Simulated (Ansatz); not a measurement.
# AlFH₆O₂Si₂: small, medium and large basis sets

Aim: see how fast density functionals converge with the basis set for AlFH₆O₂Si₂.

Program: Ansatz 0.2.0, Gaussian basis. Level of theory: one geometry, several basis sets. These are calculated values, not measurements.

The runs, in order: PBE0-D4/def2-SVP; ωB97M-V/def2-SVP; PBE0-D4/def2-QZVPP; ωB97M-V/def2-QZVPP; the functionals' def2-TZVPP values are taken from earlier runs.

## (1) Structure used throughout

An earlier PBE0-D4 in a triple-zeta def2 set relaxation fixed the geometry.

SMILES `[F][Al]([O][SiH3])[O][SiH3]`, 12 atoms, charge 0, spin multiplicity 1.

Atoms are counted from 1 here; the program's logs count them from 0.

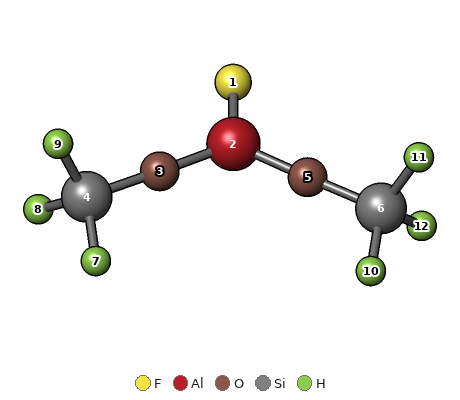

The structure; fluorine yellow, aluminium red, oxygen brown, silicon grey, hydrogen green; atoms are numbered from 1 in the order of the file.

## (2) PBE0-D4 in def2-SVP

in.yaml

```yaml
crystal:
  periodic: [false, false, false]
  atoms:
    - {symbol: F, position_ang: [-2.785674, 0.161342, -0.098992]}
    - {symbol: Al, position_ang: [-1.151150, 0.064067, -0.041189]}
    - {symbol: O, position_ang: [-0.414585, -1.385357, -0.387803]}
    - {symbol: Si, position_ang: [0.274064, -2.818277, -0.728351]}
    - {symbol: O, position_ang: [-0.274186, 1.417504, 0.362169]}
    - {symbol: Si, position_ang: [0.548688, 2.761155, 0.763339]}
    - {symbol: H, position_ang: [1.741161, -2.648565, -0.895462]}
    - {symbol: H, position_ang: [-0.295484, -3.367824, -1.986116]}
    - {symbol: H, position_ang: [0.019767, -3.773721, 0.381177]}
    - {symbol: H, position_ang: [2.001668, 2.554713, 0.528157]}
    - {symbol: H, position_ang: [0.329713, 3.074165, 2.199535]}
    - {symbol: H, position_ang: [0.083016, 3.905600, -0.062362]}
basis:
  gaussian: {orbitals: def2-SVP}
hamiltonian: {xc: pbe0, dispersion: d4}
output: {orbitals: {seedname: orbitals}}
```

Run with:

```bash
$ ansatz run in.yaml --threads 4 --pin off --events-out ev --progress --plain --max-ram 11315MiB
```

What it wrote:

```text
Functional definition: PBE0
  name "PBE0"
  cite "Adamo & Barone, J. Chem. Phys. 110, 6158 (1999) doi:10.1063/1.478522"
  cite "Perdew, Burke & Ernzerhof, Phys. Rev. Lett. 77, 3865 (1996) doi:10.1103/PhysRevLett.77.3865"
  parent pbe
  parameter a = 0.25
  parameter kappa = 0.804
  parameter beta = 0.06672455060314922
  exchange = (1 - a)*pbe_x(kappa = kappa, mu = beta*pi^2/3) + a*exact_x
  correlation = pbe_c(beta = beta)
1175 factors; integrals over basis functions are off by at most 1.1e-3 eV
mean field evaluation 1: about -29228.5602 eV, gradient 7.6e1 eV
mean field evaluation 2: about -29211.7383 eV, gradient 1.2e2 eV
mean field evaluation 4: about -29238.1820 eV, gradient 6.2e0 eV
mean field evaluation 8: about -29238.3253 eV, gradient 1.5e-1 eV
mean field evaluation 16: about -29238.3253 eV, gradient 1.8e-5 eV
mean field -29238.32529854 eV, -1074.4886362728 hartree, gradient 1.8e-5 eV, S^2 0.000000; 0 other end points of the search recorded, 0 dependent functions left out
reference -29238.32533705 eV, -1074.4886376877 hartree; 36, 36 occupied and 90, 90 virtual orbitals, 1175 factors
Total energy: -29238.54887036 eV, -1074.4968523855 hartree
```

It took 2.1 s on 4 threads of Intel Xeon Platinum 8259CL at 2.50GHz, shared host; peak memory 0.54 GiB.

## (3) ωB97M-V in def2-SVP

Changes to in.yaml since step 2:

```diff
@@ -17,3 +17,3 @@
   gaussian: {orbitals: def2-SVP}
-hamiltonian: {xc: pbe0, dispersion: d4}
+hamiltonian: {xc: {name: wB97M-V}}
 output: {orbitals: {seedname: orbitals}}
```

Same command.

What it wrote (excerpt; [...] marks lines left out):

```text
Functional definition: wB97M-V
  name "wB97M-V"
  cite "Mardirossian & Head-Gordon, J. Chem. Phys. 144, 214110 (2016) doi:10.1063/1.4952647"
  cite "Becke, J. Chem. Phys. 107, 8554 (1997) doi:10.1063/1.475007"
  cite "Vydrov & Van Voorhis, J. Chem. Phys. 133, 244103 (2010) doi:10.1063/1.3521275"
  # Of w^i u^j: cxij and so on, Table III.
[...]
  gx(w, u) = 1 - cx + cx01*u + cx10*w
  gss(w, u) = css00 + css04*u^4 + css10*w + css20*w^2 + css43*w^4*u^3
  gos(w, u) = cos00 + cos10*w + (cos20 + cos21*u)*w^2 + (cos60 + cos61*u)*w^6
[...]
      + integral(e_c_pw_mod_opposite_spin*gos(b97_w_opposite, b97_u_opposite)) + vv10(b, c)
1175 factors; integrals over basis functions are off by at most 1.1e-3 eV
392 factors; integrals over basis functions are off by at most 8.1e-6 eV
[...]
mean field -29251.65170452 eV, -1074.9783726594 hartree, gradient 2.4e-5 eV, S^2 0.000000; 0 other end points of the search recorded, 0 dependent functions left out
reference -29251.65176513 eV, -1074.9783748867 hartree; 36, 36 occupied and 90, 90 virtual orbitals, 1175 factors
Total energy: -29251.65176513 eV, -1074.9783748867 hartree
```

It took 8 s on 4 threads of Intel Xeon Platinum 8259CL at 2.50GHz, shared host; peak memory 0.54 GiB.

## (4) PBE0-D4 in def2-QZVPP

Changes to in.yaml since step 3:

```diff
@@ -16,4 +16,4 @@
 basis:
-  gaussian: {orbitals: def2-SVP}
-hamiltonian: {xc: {name: wB97M-V}}
+  gaussian: {orbitals: "def2-QZVPP.json"}
+hamiltonian: {xc: pbe0, dispersion: d4}
 output: {orbitals: {seedname: orbitals}}
```

Same command.

What it wrote:

```text
Functional definition: PBE0
  name "PBE0"
  cite "Adamo & Barone, J. Chem. Phys. 110, 6158 (1999) doi:10.1063/1.478522"
  cite "Perdew, Burke & Ernzerhof, Phys. Rev. Lett. 77, 3865 (1996) doi:10.1103/PhysRevLett.77.3865"
  parent pbe
  parameter a = 0.25
  parameter kappa = 0.804
  parameter beta = 0.06672455060314922
  exchange = (1 - a)*pbe_x(kappa = kappa, mu = beta*pi^2/3) + a*exact_x
  correlation = pbe_c(beta = beta)
2086 factors; their error is unknown
mean field evaluation 1: about -29244.1493 eV, gradient 8.9e1 eV
mean field evaluation 2: about -29218.5862 eV, gradient 1.5e2 eV
mean field evaluation 4: about -29256.2124 eV, gradient 9.0e0 eV
mean field evaluation 8: about -29256.3144 eV, gradient 4.4e-2 eV
mean field evaluation 16: about -29256.3336 eV, gradient 2.6e-5 eV
mean field -29256.33355511 eV, -1075.1504274951 hartree, gradient 2.6e-5 eV, S^2 0.000000; 0 other end points of the search recorded, 0 dependent functions left out
reference -29256.33361035 eV, -1075.1504295252 hartree; 36, 36 occupied and 525, 525 virtual orbitals, 2086 factors
Total energy: -29256.55714367 eV, -1075.1586442230 hartree
```

It took 17 s on 4 threads of Intel Xeon Platinum 8259CL at 2.50GHz, shared host; peak memory 2.7 GiB.

## (5) ωB97M-V in def2-QZVPP

Changes to in.yaml since step 4:

```diff
@@ -17,3 +17,3 @@
   gaussian: {orbitals: "def2-QZVPP.json"}
-hamiltonian: {xc: pbe0, dispersion: d4}
+hamiltonian: {xc: {name: wB97M-V}}
 output: {orbitals: {seedname: orbitals}}
```

Launched as before.

What it wrote (excerpt; [...] marks lines left out):

```text
Functional definition: wB97M-V
  name "wB97M-V"
  cite "Mardirossian & Head-Gordon, J. Chem. Phys. 144, 214110 (2016) doi:10.1063/1.4952647"
  cite "Becke, J. Chem. Phys. 107, 8554 (1997) doi:10.1063/1.475007"
  cite "Vydrov & Van Voorhis, J. Chem. Phys. 133, 244103 (2010) doi:10.1063/1.3521275"
  # Of w^i u^j: cxij and so on, Table III.
[...]
  gx(w, u) = 1 - cx + cx01*u + cx10*w
  gss(w, u) = css00 + css04*u^4 + css10*w + css20*w^2 + css43*w^4*u^3
  gos(w, u) = cos00 + cos10*w + (cos20 + cos21*u)*w^2 + (cos60 + cos61*u)*w^6
[...]
      + integral(e_c_pw_mod_opposite_spin*gos(b97_w_opposite, b97_u_opposite)) + vv10(b, c)
2003 factors; their error is unknown
480 factors; integrals over basis functions are off by at most 1.0e-5 eV
[...]
mean field -29269.73729275 eV, -1075.6430057679 hartree, gradient 2.1e-5 eV, S^2 0.000000; 0 other end points of the search recorded, 0 dependent functions left out
reference -29269.73738478 eV, -1075.6430091502 hartree; 36, 36 occupied and 525, 525 virtual orbitals, 2003 factors
Total energy: -29269.73738478 eV, -1075.6430091502 hartree
```

It took 31 s on 4 threads of Intel Xeon Platinum 8259CL at 2.50GHz, shared host; peak memory 3.1 GiB.

## (6) Density functionals: the series

The def2-TZVPP values come from earlier runs at the same geometry.

```tsv
functional	basis	functions	energy (eV)	from the largest (eV)	HOMO (eV)	LUMO (eV)
PBE0-D4	def2-SVP	126	-29238.5489	18.008	-8.74	-0.77
PBE0-D4	def2-TZVPP	303	-29255.3569	1.200	-8.84	-1.07
PBE0-D4	def2-QZVPP	561	-29256.5571	0.000	-8.86	-1.19
ωB97M-V	def2-SVP	126	-29251.6518	18.086	-11.00	0.87
ωB97M-V	def2-TZVPP	303	-29268.6350	1.102	-11.15	0.52
ωB97M-V	def2-QZVPP	561	-29269.7374	0.000	-11.17	0.20
```

## (7) Outcome

```
                                       quantity           value
PBE0-D4: double and triple zeta above quadruple  18.01, 1.20 eV
ωB97M-V: double and triple zeta above quadruple  18.09, 1.10 eV
```

**Reading.** PBE0-D4 gains 16.81 eV from double to triple zeta, then 1.20 eV more. These are total energies; as a rule much of such shifts cancels in differences, which this series doesn't test. The LUMO of ωB97M-V is positive and keeps falling with the basis (0.87 to 0.20 eV): an unbound level that the basis holds in place.

For PBE0-D4 the largest set took about 8 times as long as the smallest (17 s against 2.1 s).
